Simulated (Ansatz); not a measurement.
AlNi (CsCl type)

```xyz
2
Lattice="2.8930 0.0000 0.0000 0.0000 2.8930 0.0000 0.0000 0.0000 2.8930" Properties=species:S:1:pos:R:3 pbc="T T T"
Al     0.0000     0.0000     0.0000
Ni     1.4465     1.4465     1.4465
```

Two-dimensional scan of atom 2 (Ni, nearest neighbour Al at 2.505 Å; its periodic images, 2.9 Å or more away, move with it): u runs along (0.707, 0.707, 0.000), v along (0.000, 0.000, 1.000) (Cartesian). Cell and other atoms are fixed.

All values below come from PBE (plane waves to 420 eV, PAW, scalar-relativistic; Ansatz, a first-principles code). k mesh 13×13×13 (Γ-centred), Fermi-Dirac smearing 0.05 eV. The energy includes the smearing's −TS. Stress and pressure are positive under compression. Points where atoms come too close for the PAW data are left out (x in tables, blank in figures). With partly filled bands, energies and forces of such displacements shift with the k mesh and the smearing. AlNi is run without spin polarisation. AlNi was relaxed with its symmetry unable to fall. ΔE is measured from the undisplaced structure. Axes are in Å.

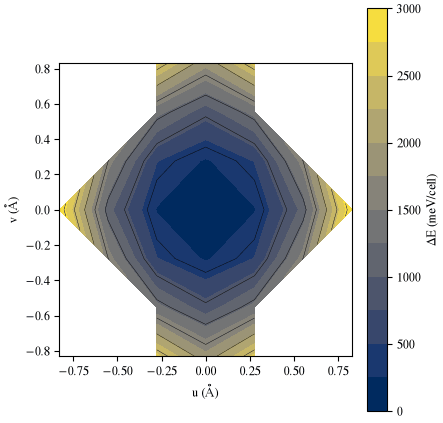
Fig. 1. ΔE (meV/cell) over the 7×7 grid of computed points.

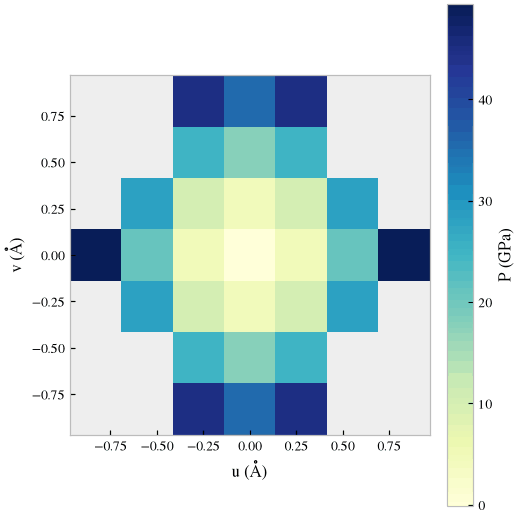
Figure. P (GPa) over the 7×7 grid of computed points.

Lowest place on the grid: u = 0.000 Å, v = 0.000 Å (0 meV/cell).

(A displaced cell: forces are minus the slopes of the energy, force constants its curvatures, and phonons follow from these.)
